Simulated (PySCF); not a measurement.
# [F2Mn(mu-SH)2MnF2]2-: magnetic exchange

Wanted: magnetic exchange for [F2Mn(mu-SH)2MnF2]2-.

Computed with PySCF 2.14.0 and routines of our own; the level stands in each step. Atoms count from 0.

## Step 1: The starting structure

10 atoms, charge -2, high-spin multiplicity 11; geometry from: idealised, bond lengths from ionic radii.

The system (edge-sharing dimer): [F2Mn(mu-SH)2MnF2]2-. The metals (Mn(II), Mn(II)) are 3.66 Å apart; the bridge angle is 94°; the spin sites are atom 0 (5 unpaired) and atom 1 (5 unpaired).

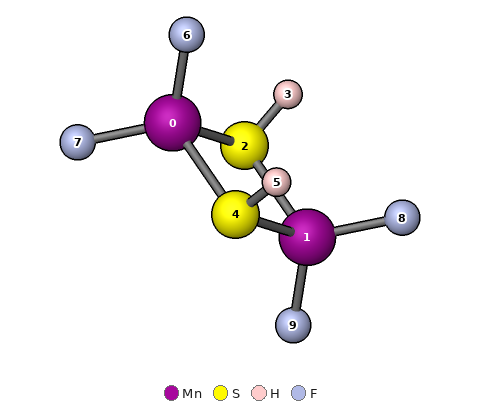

The starting geometry (manganese purple, sulfur yellow, hydrogen pink, fluorine light blue); sticks join atoms by distance alone.

## Step 2: Magnetic exchange: PBE0/def2-SVP H:def2-SV(P) in water

What the job is given:

```
{"job": {"kind": "bs", "xc": "PBE0", "basis": {"default": "def2-SVP", "H": "def2-SV(P)"}, "grid": 1, "solvent": "water"}, "charge": -2, "high_spin_multiplicity": 11, "spin_sites": [[[0], 5], [[1], 5]]}
Mn    -1.829700     0.000000    -0.253700
Mn     1.829700     0.000000    -0.253700
S      0.000000     1.691300    -0.253700
H      0.000000     2.153100     1.014900
S      0.000000    -1.691300    -0.253700
H      0.000000    -2.153100     1.014900
F     -2.927000     0.000000     1.382400
F     -2.927000    -0.000000    -1.889800
F      2.927000     0.000000     1.382400
F      2.927000    -0.000000    -1.889800
```

Method: PBE0/def2-SVP H:def2-SV(P) high-spin and broken-symmetry single points, IEF-PCM water.

Run with:

```
OMP_NUM_THREADS=1 python exch_run.py task.json out
```

The driver reads the jobs from task.json and runs them one after another.

Output:

```text
high-spin state, multiplicity 11
final grid: 53680 points
cycle   1  E = -3481.8981632611  dE =  1.203e+01  |g| = 3.602e+00  |ddm| = 1.509e+01
cycle   2  E = -3427.3825922438  dE =  5.452e+01  |g| = 9.400e+00  |ddm| = 1.739e+01
cycle   3  E = -3467.9814298596  dE = -4.060e+01  |g| = 6.119e+00  |ddm| = 1.080e+01
cycle   4  E = -3474.6925890634  dE = -6.711e+00  |g| = 6.231e+00  |ddm| = 4.610e+00
cycle   5  E = -3474.2753456510  dE =  4.172e-01  |g| = 6.201e+00  |ddm| = 2.345e+00
cycle   6  E = -3475.0343294482  dE = -7.590e-01  |g| = 6.005e+00  |ddm| = 9.848e-01
cycle   7  E = -3474.8991826496  dE =  1.351e-01  |g| = 6.008e+00  |ddm| = 8.484e-02
cycle   8  E = -3474.7280957992  dE =  1.711e-01  |g| = 6.032e+00  |ddm| = 3.890e-01
cycle   9  E = -3474.4443702700  dE =  2.837e-01  |g| = 6.063e+00  |ddm| = 1.601e-01
cycle  10  E = -3373.1521781042  dE =  1.013e+02  |g| = 1.066e+01  |ddm| = 2.444e+01
cycle  11  E = -3492.8384379520  dE = -1.197e+02  |g| = 2.776e+00  |ddm| = 2.190e+01
cycle  12  E = -3492.6499010169  dE =  1.885e-01  |g| = 3.657e+00  |ddm| = 7.495e+00
cycle  13  E = -3497.2767056098  dE = -4.627e+00  |g| = 7.623e-01  |ddm| = 1.748e+00
cycle  14  E = -3497.5510658644  dE = -2.744e-01  |g| = 3.688e-01  |ddm| = 8.489e-01
cycle  15  E = -3497.6008913483  dE = -4.983e-02  |g| = 5.744e-02  |ddm| = 3.091e-01
cycle  16  E = -3497.6026968914  dE = -1.806e-03  |g| = 3.927e-02  |ddm| = 1.069e-01
cycle  17  E = -3497.6032350334  dE = -5.381e-04  |g| = 1.901e-02  |ddm| = 3.314e-02
cycle  18  E = -3497.6033959715  dE = -1.609e-04  |g| = 6.114e-03  |ddm| = 2.031e-02
cycle  19  E = -3497.6034149365  dE = -1.896e-05  |g| = 1.274e-03  |ddm| = 8.212e-03
cycle  20  E = -3497.6034156612  dE = -7.248e-07  |g| = 1.765e-04  |ddm| = 1.557e-03
cycle  21  E = -3497.6034156769  dE = -1.571e-08  |g| = 6.058e-05  |ddm| = 2.744e-04
cycle  22  E = -3497.6034156795  dE = -2.518e-09  |g| = 2.126e-05  |ddm| = 1.209e-04
converged SCF energy = -3497.6034156795

broken-symmetry state, M_S = 0, start: spins of the second site flipped
final grid: 53680 points
cycle   1  E = -3497.6037500910  dE = -4.473e-03  |g| = 8.266e-03  |ddm| = 1.939e-01
cycle   2  E = -3497.6038608032  dE = -1.107e-04  |g| = 4.671e-03  |ddm| = 2.891e-02
cycle   3  E = -3497.6038676798  dE = -6.877e-06  |g| = 4.271e-03  |ddm| = 8.933e-03
cycle   4  E = -3497.6038756344  dE = -7.955e-06  |g| = 3.257e-04  |ddm| = 4.578e-03
cycle   5  E = -3497.6038757119  dE = -7.753e-08  |g| = 2.279e-04  |ddm| = 8.586e-04
cycle   6  E = -3497.6038757399  dE = -2.802e-08  |g| = 3.752e-05  |ddm| = 3.073e-04
cycle   7  E = -3497.6038757406  dE = -6.658e-10  |g| = 2.198e-05  |ddm| = 5.501e-05
converged SCF energy = -3497.6038757406

<S^2> high spin = 30.0122, broken symmetry = 5.0042
E(HS) - E(BS) = 100.97 cm-1
J_noodleman = -4.04 cm-1
J_unprojected = -3.37 cm-1
J_yamaguchi = -4.04 cm-1
```

Run time: 34 s. Hardware: 1 thread of Intel Xeon 6975P-C (Granite Rapids), shared host.

Key values:

```
                     quantity          value
                J (Yamaguchi)        -4 cm⁻¹
low less high spin, projected  -0.3 kcal/mol
```

Mulliken spin populations of the high-spin state:

```csv
atom,value (e)
Mn0,4.91
Mn1,4.91
S2,0.00
H3,0.01
S4,0.00
H5,0.01
F6,0.04
F7,0.04
F8,0.04
F9,0.04
```

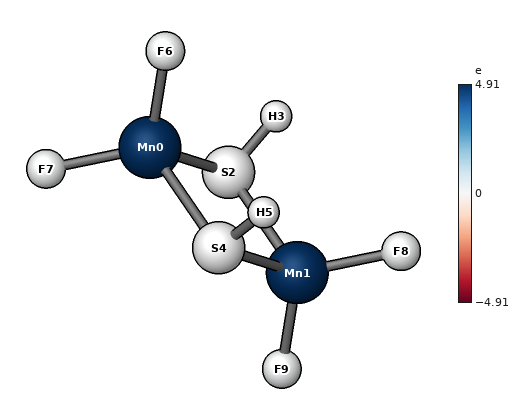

Mulliken spin populations of the high-spin state, as colours on the atoms.

## Step 3: Magnetic exchange: CASSCF and SC-NEVPT2/def2-SVP H:def2-SV(P) (10,10) in water

Settings changed since step 2:

```diff
@@ -1,2 +1,2 @@
-{"job": {"kind": "bs", "xc": "PBE0", "basis": {"default": "def2-SVP", "H": "def2-SV(P)"}, "grid": 1, "solvent": "water"}, "charge": -2, "high_spin_multiplicity": 11, "spin_sites": [[[0], 5], [[1], 5]]}
+{"job": {"kind": "cas", "xc": "PBE0", "basis": {"default": "def2-SVP", "H": "def2-SV(P)"}, "grid": 1, "active": "magnetic", "zfs": false, "npt": 2, "solvent": "water"}, "charge": -2, "high_spin_multiplicity": 11, "spin_sites": [[[0], 5], [[1], 5]]}
 Mn    -1.829700     0.000000    -0.253700
```

With the program's defaults for keys left out, this is: CASSCF and SC-NEVPT2/def2-SVP H:def2-SV(P) spin states, IEF-PCM water.

Output:

```text
start orbitals: natural orbitals of the high-spin PBE0 determinant (converged)
active space: 10 electrons in 10 orbitals, 56 closed; orbitals optimised for multiplicities 11 9 7
macro   0  E = -3493.2980535990  dE =  0.000e+00  |g| = 8.963e-01
macro   1  E = -3493.3682003568  dE = -7.015e-02  |g| = 2.160e-01
macro   2  E = -3493.3751157614  dE = -6.915e-03  |g| = 1.326e-01
macro   3  E = -3493.3758439239  dE = -7.282e-04  |g| = 2.912e-02
macro   4  E = -3493.3759000596  dE = -5.614e-05  |g| = 6.349e-03
macro   5  E = -3493.3759059105  dE = -5.851e-06  |g| = 1.578e-03
macro   6  E = -3493.3759063661  dE = -4.555e-07  |g| = 4.399e-04
macro   7  E = -3493.3759063935  dE = -2.742e-08  |g| = 1.009e-04
CASSCF converged, mean energy = -3493.3759063935
2S+1 = 11  root 0  E(CAS) = -3493.37588985  E(NEVPT2) = -3494.83571895  occupations 1.000 1.000 1.000 1.000 1.000 1.000 1.000 1.000 1.000 1.000
2S+1 = 9  root 0  E(CAS) = -3493.37590758  E(NEVPT2) = -3494.83575835  occupations 1.010 1.006 1.004 1.001 1.000 1.000 0.999 0.996 0.994 0.990
2S+1 = 7  root 0  E(CAS) = -3493.37592175  occupations 1.017 1.010 1.007 1.002 1.001 0.999 0.998 0.993 0.990 0.983
2S+1 = 5  root 0  E(CAS) = -3493.37593239  occupations 1.023 1.013 1.009 1.003 1.001 0.999 0.997 0.991 0.987 0.977
2S+1 = 3  root 0  E(CAS) = -3492.93402501  occupations 1.013 1.011 1.004 1.001 1.001 0.999 0.995 0.993 0.992 0.991
2S+1 = 1  root 0  E(CAS) = -3493.20028441  occupations 1.265 1.199 1.058 1.057 1.049 0.988 0.942 0.930 0.790 0.722
```

Wall time 35 s (1 thread of Intel Xeon 6975P-C (Granite Rapids), shared host).

Warnings kept with the result: a CI root did not converge.

The solvent's field is frozen at that of the high-spin determinant; only differences between these total energies have meaning.

J and the spin gap of this run are not to be taken as properties: the CI did not converge.

## Step 4: Magnetic exchange: wB97X/def2-SVP H:def2-SV(P) in water

What the job is given:

```
{"job": {"kind": "bs", "xc": "wB97X", "basis": {"default": "def2-SVP", "H": "def2-SV(P)"}, "grid": 1, "solvent": "water"}, "charge": -2, "high_spin_multiplicity": 11, "spin_sites": [[[0], 5], [[1], 5]]}
Mn    -1.829700     0.000000    -0.253700
Mn     1.829700     0.000000    -0.253700
S      0.000000     1.691300    -0.253700
H      0.000000     2.153100     1.014900
S      0.000000    -1.691300    -0.253700
H      0.000000    -2.153100     1.014900
F     -2.927000     0.000000     1.382400
F     -2.927000    -0.000000    -1.889800
F      2.927000     0.000000     1.382400
F      2.927000    -0.000000    -1.889800
```

With the program's defaults for keys left out, this is: wB97X/def2-SVP H:def2-SV(P) high-spin and broken-symmetry single points, IEF-PCM water.

Output:

```text
high-spin state, multiplicity 11
final grid: 53680 points
cycle   1  E = -3498.6144900435  dE = -3.001e-03  |g| = 1.336e-02  |ddm| = 1.314e-01
cycle   2  E = -3498.6147302334  dE = -2.402e-04  |g| = 5.038e-03  |ddm| = 3.909e-02
cycle   3  E = -3498.6147630372  dE = -3.280e-05  |g| = 2.693e-03  |ddm| = 1.397e-02
cycle   4  E = -3498.6147703270  dE = -7.290e-06  |g| = 9.923e-04  |ddm| = 6.547e-03
cycle   5  E = -3498.6147709935  dE = -6.665e-07  |g| = 4.236e-04  |ddm| = 1.633e-03
cycle   6  E = -3498.6147711652  dE = -1.717e-07  |g| = 1.439e-04  |ddm| = 9.313e-04
cycle   7  E = -3498.6147711776  dE = -1.236e-08  |g| = 3.545e-05  |ddm| = 1.852e-04
cycle   8  E = -3498.6147711794  dE = -1.866e-09  |g| = 8.894e-06  |ddm| = 9.972e-05
converged SCF energy = -3498.6147711794

broken-symmetry state, M_S = 0, start: spins of the second site flipped
final grid: 53680 points
cycle   1  E = -3498.6152289739  dE = -3.119e-03  |g| = 1.219e-02  |ddm| = 1.011e-01
cycle   2  E = -3498.6154402076  dE = -2.112e-04  |g| = 3.842e-03  |ddm| = 2.547e-02
cycle   3  E = -3498.6154658066  dE = -2.560e-05  |g| = 1.737e-03  |ddm| = 1.089e-02
cycle   4  E = -3498.6154679152  dE = -2.109e-06  |g| = 5.327e-04  |ddm| = 2.390e-03
cycle   5  E = -3498.6154683083  dE = -3.931e-07  |g| = 3.082e-04  |ddm| = 1.393e-03
cycle   6  E = -3498.6154683628  dE = -5.452e-08  |g| = 6.981e-05  |ddm| = 3.811e-04
cycle   7  E = -3498.6154683735  dE = -1.065e-08  |g| = 2.142e-05  |ddm| = 2.675e-04
cycle   8  E = -3498.6154683743  dE = -8.085e-10  |g| = 6.939e-06  |ddm| = 7.342e-05
converged SCF energy = -3498.6154683743

<S^2> high spin = 30.0052, broken symmetry = 4.9992
E(HS) - E(BS) = 153.02 cm-1
J_noodleman = -6.12 cm-1
J_unprojected = -5.10 cm-1
J_yamaguchi = -6.12 cm-1
```

Run time: 24 s. Hardware: 1 thread of Intel Xeon 6975P-C (Granite Rapids), shared host.

From this job:

```csv
quantity,value
J (Yamaguchi),-6 cm⁻¹
"low less high spin, projected",-0.5 kcal/mol
```

## Step 5: Magnetic exchange: CASSCF and SC-NEVPT2/def2-SVP H:def2-SV(P), X2C (10,10) in water

Settings changed since step 4:

```diff
@@ -1,2 +1,2 @@
-{"job": {"kind": "bs", "xc": "wB97X", "basis": {"default": "def2-SVP", "H": "def2-SV(P)"}, "grid": 1, "solvent": "water"}, "charge": -2, "high_spin_multiplicity": 11, "spin_sites": [[[0], 5], [[1], 5]]}
+{"job": {"kind": "cas", "xc": "PBE0", "basis": {"default": "def2-SVP", "H": "def2-SV(P)"}, "grid": 1, "active": "magnetic", "zfs": false, "npt": 2, "solvent": "water", "x2c": true}, "charge": -2, "high_spin_multiplicity": 11, "spin_sites": [[[0], 5], [[1], 5]]}
 Mn    -1.829700     0.000000    -0.253700
```

Level: CASSCF and SC-NEVPT2/def2-SVP H:def2-SV(P) spin states, scalar X2C, IEF-PCM water.

Output:

```text
start orbitals: natural orbitals of the high-spin PBE0 determinant (converged)
active space: 10 electrons in 10 orbitals, 56 closed; orbitals optimised for multiplicities 11 9 7
macro   0  E = -3508.0687008096  dE =  0.000e+00  |g| = 8.795e-01
macro   1  E = -3508.1386465814  dE = -6.995e-02  |g| = 2.168e-01
macro   2  E = -3508.1455537493  dE = -6.907e-03  |g| = 1.324e-01
macro   3  E = -3508.1462877369  dE = -7.340e-04  |g| = 2.912e-02
macro   4  E = -3508.1463447773  dE = -5.704e-05  |g| = 6.366e-03
macro   5  E = -3508.1463509162  dE = -6.139e-06  |g| = 1.600e-03
macro   6  E = -3508.1463513920  dE = -4.758e-07  |g| = 4.470e-04
macro   7  E = -3508.1463514203  dE = -2.823e-08  |g| = 1.024e-04
CASSCF converged, mean energy = -3508.1463514203
2S+1 = 11  root 0  E(CAS) = -3508.14633553  E(NEVPT2) = -3509.60526567  occupations 1.000 1.000 1.000 1.000 1.000 1.000 1.000 1.000 1.000 1.000
2S+1 = 9  root 0  E(CAS) = -3508.14635256  E(NEVPT2) = -3509.60530372  occupations 1.010 1.005 1.004 1.001 1.000 1.000 0.999 0.996 0.995 0.990
2S+1 = 7  root 0  E(CAS) = -3508.14636618  occupations 1.017 1.010 1.006 1.002 1.001 0.999 0.998 0.994 0.990 0.983
2S+1 = 5  root 0  E(CAS) = -3508.14637639  occupations 1.023 1.013 1.009 1.003 1.001 0.999 0.997 0.991 0.987 0.977
2S+1 = 3  root 0  E(CAS) = -3507.70433504  occupations 1.007 1.004 1.004 1.002 1.000 0.999 0.999 0.996 0.995 0.993
2S+1 = 1  root 0  E(CAS) = -3507.94294384  occupations 1.177 1.099 1.049 1.039 1.023 0.981 0.973 0.929 0.894 0.836
```

Run time: 54 s. Hardware: 1 thread of Intel Xeon 6975P-C (Granite Rapids), shared host.

Warnings kept with the result: a CI root did not converge.

The solvent's field is frozen at that of the high-spin determinant; only differences between these total energies have meaning.

J and the spin gap of this run are not to be taken as properties: the CI did not converge.

## Step 6: Spin gaps side by side

J for H = −2J S1·S2; the gap is low spin less high spin (projected; unprojected where the broken-symmetry state collapsed; or NEVPT2):

```
step                                 level  geometry  J (cm⁻¹)  gap (kcal/mol)  time
   2   PBE0/def2-SVP H:def2-SV(P) in water       one        -4            -0.3  34 s
   4  wB97X/def2-SVP H:def2-SV(P) in water       one        -6            -0.5  24 s
```

## Step 7: What came out

| quantity | value |
| --- | --- |
| J (Yamaguchi) (step 2, PBE0/def2-SVP H:def2-SV(P) in water) | -4 cm⁻¹ |
| low less high spin, projected (step 2, PBE0/def2-SVP H:def2-SV(P) in water) | -0.3 kcal/mol |
| J | -6 (wB97X/def2-SVP H:def2-SV(P) in water) to -4 cm⁻¹ (PBE0/def2-SVP H:def2-SV(P) in water) |

**Reading.** Step 3 is set aside for J and the spin gap: the CI did not converge. The levels with a meaningful J put the low-spin state lower (antiferromagnetic coupling), from -6 to -4 cm⁻¹.
